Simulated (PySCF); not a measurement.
C$_{3}$H$_{7}$Cl$_{3}$OZr (SMILES CC(C)[O][Zr]([Cl])([Cl])[Cl])

Input

```
{"job": {"kind": "uv", "xc": "CAM-B3LYP", "basis": "def2-SVPD", "ip": true, "nstates": 10}, "charge": 0, "multiplicity": 1}
Zr    -0.297524    -0.983049    -2.275923
O      0.096715    -0.583469    -0.497874
C      0.375466    -0.102150     0.798032
C     -0.911558    -0.085086     1.599392
C      1.041965     1.255260     0.682430
H      1.081784    -0.817937     1.255663
H     -1.633225     0.612775     1.147198
H     -0.719276     0.233397     2.634249
H     -1.363551    -1.087327     1.622632
H      1.924716     1.194222     0.029187
H      0.343165     1.992188     0.256509
H      1.365753     1.613216     1.670571
Cl     1.668986    -0.681644    -3.516018
Cl    -1.910573     0.553701    -3.007584
Cl    -1.095603    -3.190217    -2.354465
```

Command:

```sh
OMP_NUM_THREADS=1 python probes_run.py task.json out
```

Geometry: PBE0-D3(BJ)/def2-SVP; core potentials replace the inner electrons of Zr.

These are results of CAM-B3LYP/def2-SVPD, SCF density, gas phase, scalar-relativistic core potentials on the heavy atoms (PySCF 2.14.0), not measurements.

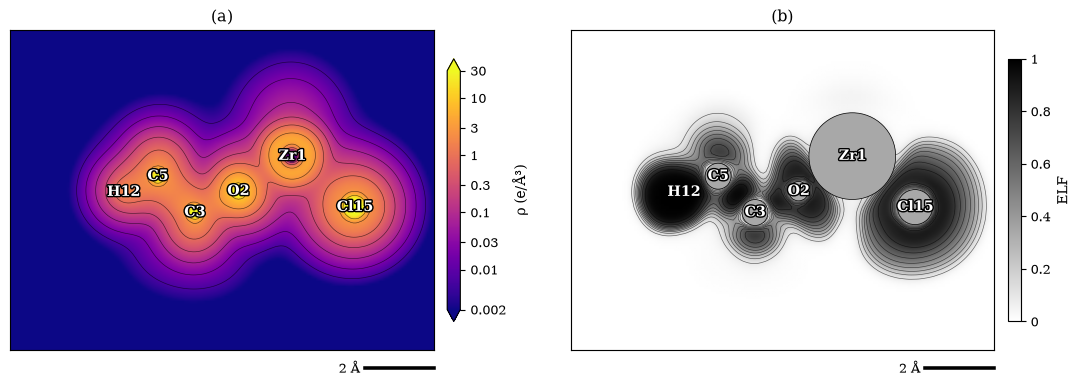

Figure 1. (a) electron density; (b) electron localisation function on the plane of atoms O2, Zr1 and Cl15. Grey discs cover the atomic cores in the ELF map.

What does the map show?

Answer. The plane passes through Zr, O, C, H and Cl nuclei. C–O (1.41 Å): ρ is about 2 e/Å³ halfway, with its minimum of 1.6 e/Å³ about 0.5 Å from C; the ELF peaks at about 0.90 between the atoms: a polar covalent bond. C–C (1.52 Å): ρ is about 1.7 e/Å³ halfway; the ELF peaks at about 0.95 between the atoms, as expected for a shared electron pair. Zr–O (1.86 Å): ρ at the midpoint is about 1 e/Å³; the ELF peaks at about 0.80 in the valence shell of O, 0.5 Å from its nucleus, and drops to about 0.20 between the two atoms. Zr–Cl (2.35 Å): ρ at the midpoint is about 0.58 e/Å³; the ELF peaks at about 0.85 in the valence shell of Cl, 0.8 Å from its nucleus, and is about 0.35 at the midpoint. C–H (1.10 Å): ρ is about 1.9 e/Å³ halfway; the ELF climbs to about 1 towards the hydrogen, as it does in any bond to H: a covalent bond by its length.

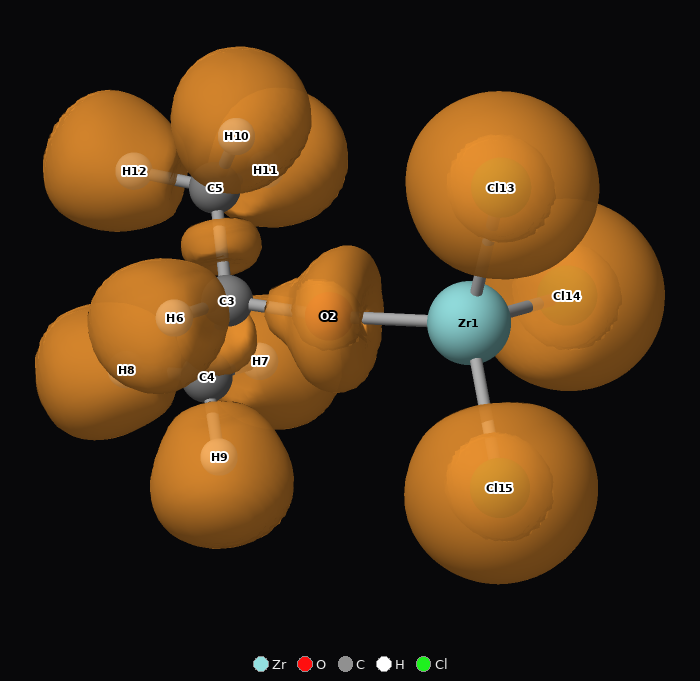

Figure 2. Isosurface of the ELF at 0.75 (orange), seen at a tilt. Only the valence region is drawn (cores and ρ < 0.01 e/Å³ removed).

Where are the electrons localised?

Answer. The surface consists of two regions between bonded C–C atoms (shared pairs), seven regions around hydrogen nuclei, one region on O in which the atom's valence shell and bonds are merged and three regions wrapped around Cl (the valence shell of each).

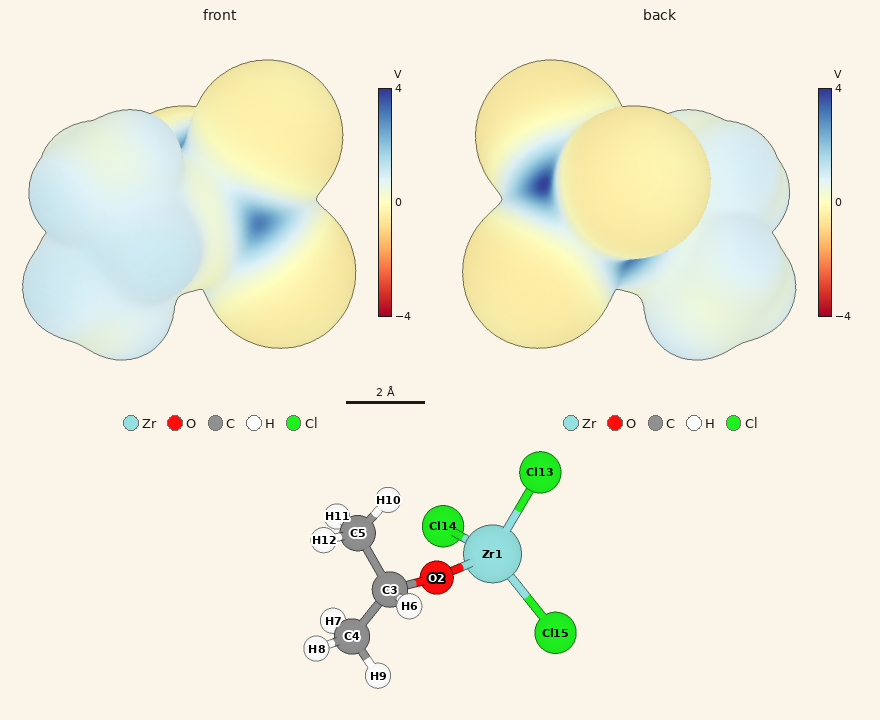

Figure 3. The electrostatic potential painted on the density surface at 0.002 e/bohr³, seen from the front and from behind; red is negative and blue positive. The bare structure is drawn below in the same view.

Describe the electrostatic potential map.

Answer. The most negative region (about −0.4 V, or −9 kcal/mol for a unit charge) lies over Cl13, Cl14 and Cl15, the most positive (about +3.1 V, or +71 kcal/mol for a unit charge) over Zr1.
